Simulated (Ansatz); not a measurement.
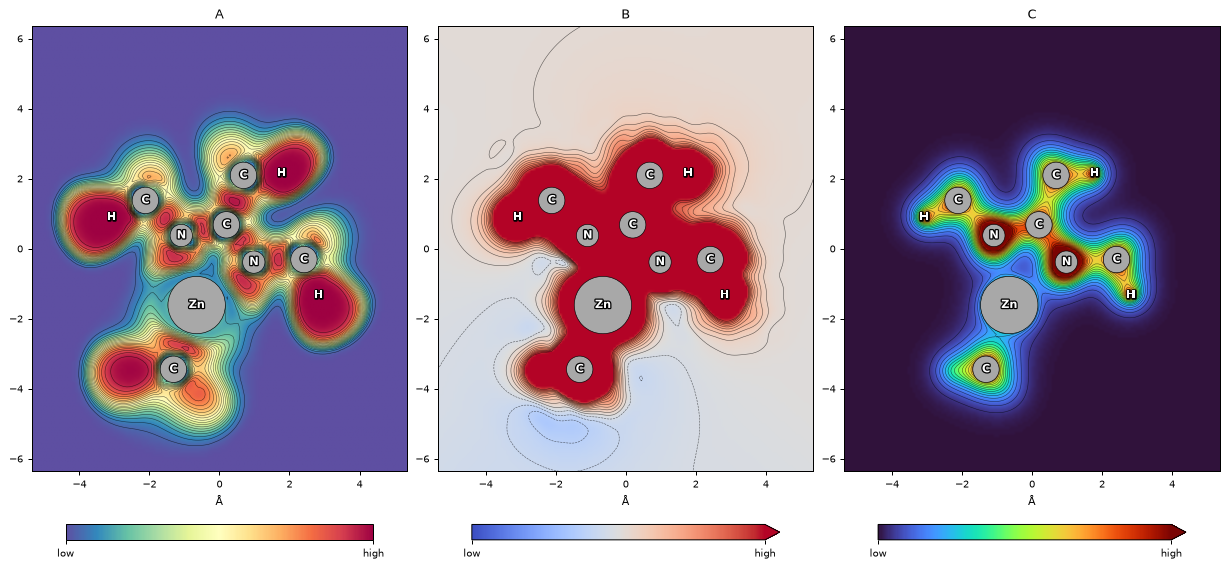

C₅H₁₂N₂Zn (SMILES CC1=[N+](C)[Zn-]([CH3])[N]1C): 3 fields on the plane of atoms Zn5, N7 and C8, with unlabelled colour scales. Grey discs cover the atomic cores.

Geometry: PBE0-D4/def2-TZVP.

Computed with Ansatz 0.2.0, RKS PBE0-D4/def2-TZVPP.

**The panels show electron density, electron localisation function and electrostatic potential in some order. Assign them.**

Panel A: electron localisation function. Panel B: electrostatic potential (strongly positive close to the atoms, with negative regions outside electron-rich atoms). Panel C: electron density. From the grid: C–N (1.32 Å): ρ is about 2.6 e/Å³ halfway; the ELF peaks at about 0.90 between the atoms (localised, covalent bonding). C–C (1.49 Å): ρ is about 1.8 e/Å³ halfway; the ELF peaks at about 0.95 between the atoms; a covalent bond.
